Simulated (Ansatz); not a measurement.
# Ga4SbAs: one candidate of a structure search

Where does this trial cell of Ga4SbAs go when cell and atoms are let free?

Program: Ansatz 0.2.0. Level of theory: DFT PBE, scalar-relativistic, plane waves, PAW. These are calculated values, not measurements.

## 1. The starting structure

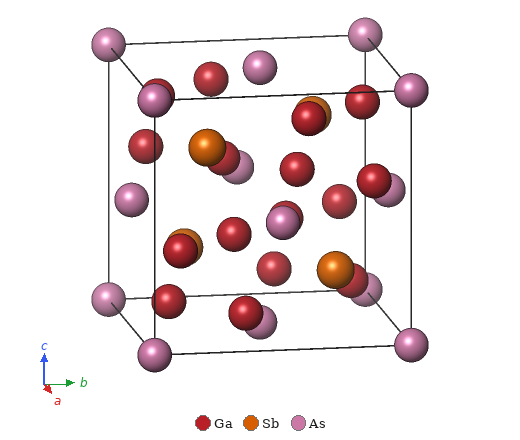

The starting structure, seen slightly off an axis (gallium red, antimony orange, arsenic pink). Atoms on the faces are drawn again on the opposite ones. The cell drawn here is the conventional one.

As a file:

```cif
data_structure
_symmetry_space_group_name_H-M 'F-43m'
_symmetry_Int_Tables_number 216
_cell_length_a 7.9812
_cell_length_b 7.9812
_cell_length_c 7.9812
_cell_angle_alpha 90.000
_cell_angle_beta 90.000
_cell_angle_gamma 90.000
_cell_volume 508.40
loop_
_atom_site_label
_atom_site_type_symbol
_atom_site_symmetry_multiplicity
_atom_site_Wyckoff_symbol
_atom_site_fract_x
_atom_site_fract_y
_atom_site_fract_z
_atom_site_occupancy
Ga1 Ga 16 e 0.87713 0.37713 0.12287 1
Sb1 Sb 4 c 0.25000 0.25000 0.25000 1
As1 As 4 a 0.00000 0.00000 0.00000 1
```

Recipe of the guess: species swapped into a database cell of NdMgCu4 (F-43m, No. 216), with As on the Nd sites, Sb on the Mg sites and Ga on the Cu sites. Its size is a rough estimate.

## 2. A first look at the guess

Contents of input.yaml:

```yaml
crystal:
  lattice:
    - [0.0, 3.99059749, 3.99059749]
    - [3.99059749, 0.0, 3.99059749]
    - [3.99059749, 3.99059749, 0.0]
  atoms:
    - { symbol: Ga, position: [0.86860982, 0.37713006, 0.37713006] }
    - { symbol: Ga, position: [0.37713006, 0.37713006, 0.37713006] }
    - { symbol: Ga, position: [0.37713006, 0.86860982, 0.37713006] }
    - { symbol: Ga, position: [0.37713006, 0.37713006, 0.86860982] }
    - { symbol: Sb, position: [0.75, 0.75, 0.75] }
    - { symbol: As, position: [0.0, 0.0, 0.0] }
basis:
  ecutwfc: 420
kpoints:
  mp_grid: { grid: [4, 4, 4] }
hamiltonian:
  xc: pbe
scf:
  occupations: { method: gaussian, width: 0.1 }
  lower_state_search: "off"
output:
  forces: true
  stress: true
  eigenvalues: true
```

On the command line:

```
ansatz run input.yaml --threads 1 --pin off --max-ram 2560MiB --backend cpu --events-out ev --progress --plain --runs-dir out
```

The log of the run, cut to the lines that bear on the results:

```text
Warning: RAYON_NUM_THREADS=1 ignored (pool sized by the plan → 1); use --threads N
[...]
Pseudopotentials: kind: paw
Pseudopotential: Ga, paw, valence charge 13, recommended cutoff 420 eV (normal), Ga.paw.azcp
Pseudopotential: Sb, paw, valence charge 15, recommended cutoff 420 eV (normal), Sb.paw.azcp
Pseudopotential: As, paw, valence charge 15, recommended cutoff 420 eV (normal), As.paw.azcp
Functional definition: PBE
[...]
Crystal: 6 atoms, lattice volume = 127.099 Å³
Basis set: ecut = 420 eV, 2445 PW (Γ), exchange–correlation on 80×80×80 points (8 copies of the dense FFT grid, shifted against one another)
Bands: 50, of which v1, the nominal top of the filled ones, is band 41 counted from 1 (40 counted from 0)
Symmetry: 24 space group operations
Space group: F-43m (ITA 216), of the structure as read, at distance tolerance 5.0e-5 Å
k-points: 8 of 64 (time reversal used)
[...]
SCF iter   1: F=—  HF=-26471.298647 eV  |F-HF|=—  |Δ(HF+E_count)|=         —  Δρ=2.16e-3  dr2=1.19e-2  ethr=1.77e-3  ⟨swp⟩=7.9  Hψ=1529  notcnv=0  defer=2
[...]
SCF iter   8: F=-26471.293786 eV  HF=-26471.293786 eV  |F-HF|=8.40e-9  |Δ(HF+E_count)|=   3.70e-8  Δρ=3.18e-6  dr2=9.23e-9  ethr=1.22e-10  ⟨swp⟩=4.8  Hψ=1534  notcnv=0
[...]
SCF converged after 8 iterations
Free energy (F): -26471.293786 eV
[...]
E sigma→0 (E₀):  -26471.280974 eV
Entropy (-TS):   -0.025623 eV (-4.271 meV/atom)
Fermi energy:    9.937172 eV
[...]
--- Forces (eV/Å), atoms counted from 1 ---
  atom   1  Ga    -0.25433344     0.25433344     0.25433344
  atom   2  Ga    -0.25433344    -0.25433344    -0.25433344
  atom   3  Ga     0.25433344    -0.25433344     0.25433344
  atom   4  Ga     0.25433344     0.25433344    -0.25433344
  atom   5  Sb     0.00000000    -0.00000000     0.00000000
  atom   6  As    -0.00000000    -0.00000000    -0.00000000
[...]
--- Stress (GPa, compression-positive) ---
       -0.593464      -0.000000      -0.000000
       -0.000000      -0.593464       0.000000
       -0.000000       0.000000      -0.593464
  P = ⅓ Tr σ = -0.5935 GPa (-5.935 kbar)
--- Band table (eV; the first three rows and the last of 8) ---
[...]
```

Wall time 2.2 s (1 thread of AMD EPYC 9R45 (Zen 5), shared host); peak memory 0.41 GiB.

From the probe: pressure -0.6 GPa, largest force 0.44 eV/Å, gap on this mesh none (metal). The relaxation goes to the converged mesh at once.

## 3. Full relaxation

Edit input.yaml of step 2 so:

```diff
@@ -15,3 +15,3 @@
 kpoints:
-  mp_grid: { grid: [4, 4, 4] }
+  mp_grid: { grid: [8, 8, 8] }
 hamiltonian:
@@ -20,3 +20,2 @@
   occupations: { method: gaussian, width: 0.1 }
-  lower_state_search: "off"
 output:
@@ -25 +24,6 @@
   eigenvalues: true
+relax:
+  adjacent_minimum: "off"
+  f_tol: 0.01
+  max_steps: 80
+  cell: { stress_tol: 0.05 }
```

On the command line:

```
ansatz run input.yaml --threads 1 --pin off --max-ram 2560MiB --backend cpu --events-out ev --progress --plain --runs-dir out
```

The log of the run, cut to the lines that bear on the results:

```text
Warning: RAYON_NUM_THREADS=1 ignored (pool sized by the plan → 1); use --threads N
[...]
[... 5 set-up lines as earlier in the session ...]
[...]
Crystal: 6 atoms, lattice volume = 127.099 Å³
Basis set: ecut = 420 eV, 2445 PW (Γ), exchange–correlation on 80×80×80 points (8 copies of the dense FFT grid, shifted against one another)
Bands: 50, of which v1, the nominal top of the filled ones, is band 41 counted from 1 (40 counted from 0)
[... 2 set-up lines as earlier in the session ...]
k-points: 29 of 512 (time reversal used)
[...]
--- Band table (eV; the first three rows and the last of 29) ---
[...]
--- Relaxed structure (3 steps of the walk, 3 accepted, 1 SCFs on fresh bases) ---
  F+E_penalty+E_count = -26471.40261122 eV   max|allowed force component| = 2.034e-3 eV/Å   (the final SCF, on the basis selected at the relaxed cell)
  cell:  # Å, volume = 126.1572 Å³
    - [4.2801125076322965e-33, 3.9807117721793954, 3.9807117721793954]
    - [3.9807117721793954, 3.1336538002307874e-33, 3.9807117721793954]
    - [3.9807117721793954, 3.9807117721793954, 6.08896957931023e-33]
  atoms:
    - { symbol: Ga, position: [0.8762126485077026, 0.3745957838307657, 0.37459578383076564] }
    - { symbol: Ga, position: [0.3745957838307657, 0.3745957838307657, 0.3745957838307657] }
    - { symbol: Ga, position: [0.3745957838307657, 0.8762126485077026, 0.37459578383076564] }
    - { symbol: Ga, position: [0.3745957838307657, 0.3745957838307657, 0.8762126485077026] }
    - { symbol: Sb, position: [0.7500000000000001, 0.7500000000000001, 0.7500000000000001] }
    - { symbol: As, position: [4.347026930989242e-19, -4.347026930989242e-19, -4.709279175238345e-19] }
```

Run time: 28 s. Hardware: 1 thread of AMD EPYC 9R45 (Zen 5), shared host; peak memory 0.51 GiB.

Step by step:

| step | E - E(step 1) (eV/cell) | largest force component (eV/Å) | pressure (GPa) | volume (Å³) |
| --- | --- | --- | --- | --- |
| 1 | 0.0000 | 0.2372 | -0.29 | 127.10 |
| 2 | -0.0290 | 0.0525 | 0.21 | 125.55 |
| 3 | -0.0305 | 0.0020 | -0.03 | 126.16 |
| 4 | -0.0302 | 0.0020 | -0.03 | 126.16 |

Step 1 is the start. Step 4 repeats the geometry before it on a plane-wave basis chosen anew for that cell, so its energy need not be comparable with the rows above.

Lengths and angles in the start's conventional setting:

|  | before | after | change |
| --- | --- | --- | --- |
| a (Å) | 7.981 | 7.961 | -0.2 % |
| b (Å) | 7.981 | 7.961 | -0.2 % |
| c (Å) | 7.981 | 7.961 | -0.2 % |
| volume (Å³/atom) | 21.18 | 21.03 | -0.7 % |
| shortest distance (Å) | 2.774 | 2.806 | +1.2 % |
| space group (0.01 Å) | F-43m | F-43m | same |

The run keeps the 24 symmetry operations of the start, so it could not have lowered the symmetry.

## 4. What came out

```
                              quantity                                                                      value
symmetry at the end (tolerance 0.05 Å)                                                space group F-43m (No. 216)
                     conventional cell  a = 7.961 Å, b = 7.961 Å, c = 7.961 Å, α = 90.00°, β = 90.00°, γ = 90.00°
                                volume                                                              21.03 Å³/atom
              energy over the elements                                                              +0.22 eV/atom
                       gap on the mesh                                                               none (metal)
```

In words: The space group F-43m (No. 216) is kept, and the volume per atom shrinks by 0.7 % from the first guess. The formation energy is positive, so the separate elements lie lower. No finished test with a distortion of lower symmetry is shown, so the end may be a saddle point. Spin-orbit coupling is left out for Sb.
